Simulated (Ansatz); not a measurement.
CH₄···H₃Si (doublet)

Input file:

```
crystal:
  periodic: [false, false, false]
  atoms:
    - {symbol: H, position_ang: [-0.915510, -0.154426, -0.469990]}
    - {symbol: Si, position_ang: [2.044261, 0.336014, 1.059238]}
    - {symbol: C, position_ang: [-1.873170, -0.310780, -0.967457]}
    - {symbol: H, position_ang: [1.970519, 1.646633, 1.755358]}
    - {symbol: H, position_ang: [2.263527, -0.774458, 2.021797]}
    - {symbol: H, position_ang: [3.086435, 0.345597, 0.000219]}
    - {symbol: H, position_ang: [-2.030003, -1.377457, -1.126055]}
    - {symbol: H, position_ang: [-1.871381, 0.203110, -1.928430]}
    - {symbol: H, position_ang: [-2.674777, 0.085767, -0.344778]}
basis:
  gaussian: {orbitals: def2-TZVPP}
magnetization: {spin_polarized: true, initial_magnetization: 1}
hamiltonian: {xc: pbe0, dispersion: d4}
output: {orbitals: {seedname: orbitals}}
```

Launched as:

```sh
ansatz run in.yaml --threads 2 --pin off --events-out ev --progress --plain --max-ram 4352MiB
```

The product side of a reaction path; geometry: PBE0-D4/def2-TZVP.

Level of theory: UKS PBE0-D4/def2-TZVPP (Ansatz).

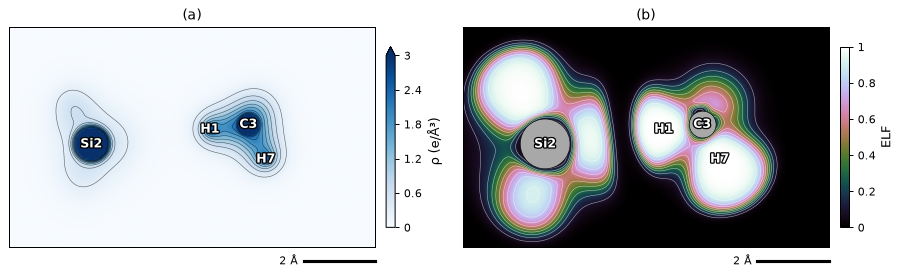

Figure 1. (a) electron density; (b) electron localisation function on the plane of atoms H1, C3 and H7. Grey discs cover the atomic cores in the ELF map.

**Describe what can be read from this map.**

The plane passes through H, Si and C nuclei. Si2···H1 (3.37 Å): the density falls to about 0.03 e/Å³ on the way; the ELF dips to about 0 between them; a weak contact between the two molecules. C–H (1.09 Å): the density is about 2 e/Å³ at the midpoint; the ELF climbs to about 1 towards the hydrogen, as it does in any bond to H: an ordinary covalent bond to hydrogen.

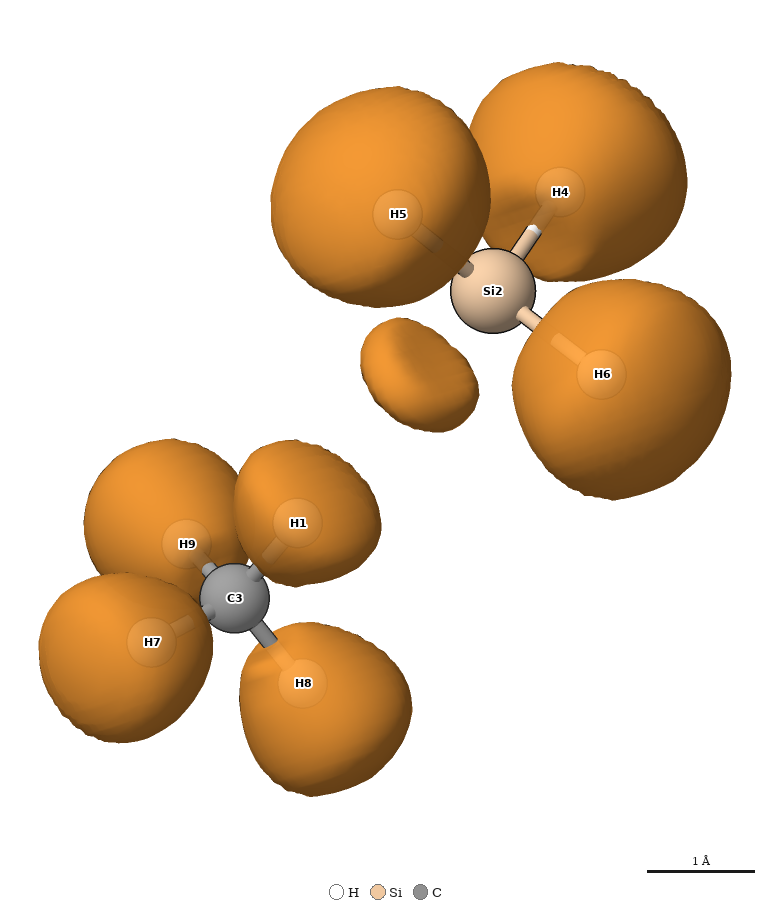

Figure 2. Isosurface of the ELF at 0.9 (orange), seen at an oblique angle. Core shells and regions of very low density are left out.

**Where are the electrons localised?**

At this value the surface marks out seven regions around hydrogen nuclei and one lobe on Si, pointing away from the bonds (non-bonding electrons).

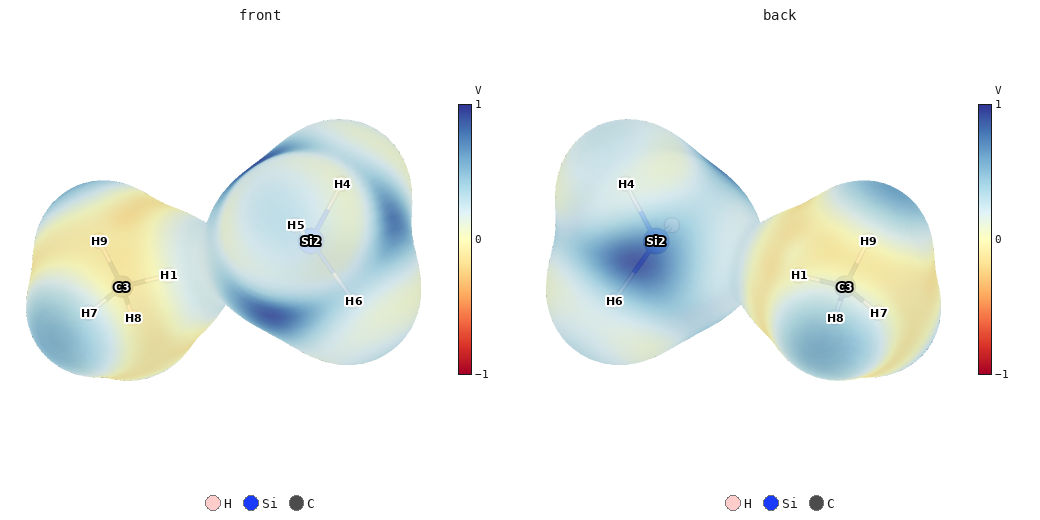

Figure 3. The molecular electrostatic potential painted on the density surface at 0.002 e/bohr³, seen from the front and from behind; red is negative and blue positive.

**Describe the electrostatic potential map.**

The most negative region (about −0.2 V) lies over C3, the most positive (about +0.9 V) over Si2.

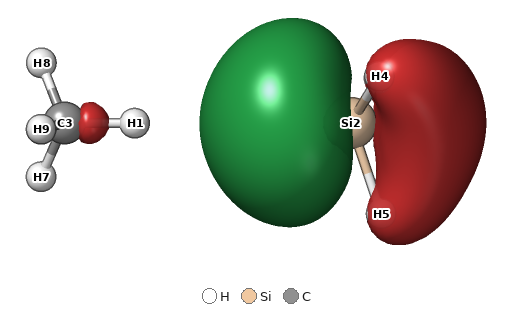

Figure 4. One frontier orbital at ±0.1 Å⁻³ᐟ² (green and red are the two phases), seen from one side.

**Which orbital is it: HOMO (β) or LUMO (β)?**

The LUMO (β), at −2.59 eV. By Hirshfeld shares it lies mainly on Si2 (about 80 %).
